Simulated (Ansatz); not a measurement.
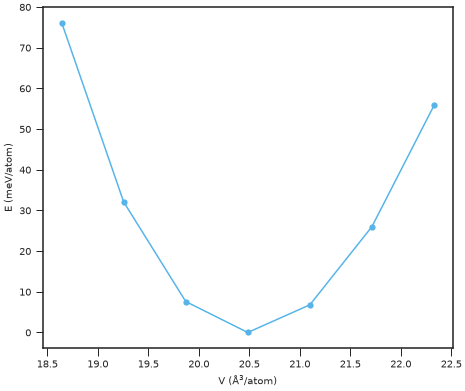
*ZrAs in space group P6_3/mmc (No. 194; Zr on 4f, As on 2a, As on 2d) under volume change, plane-wave PAW r²SCAN (Ansatz code), shape and atoms relaxed at each volume.*

Question: What does a third-order Birch–Murnaghan fit give for V₀, B₀ and B′?

Answer: V₀ = 20.49 Å³/atom, B₀ = 125 GPa, B′ = 4.1.

The workflow started from an entry of the Crystallography Open Database (COD). Whether it is the stable phase at ambient conditions was not checked. Symmetry was held in the r²SCAN relaxation; its stability against distortions is not shown here. The run is not spin-polarised.

Potentials: the later of the program's two PAW sets.
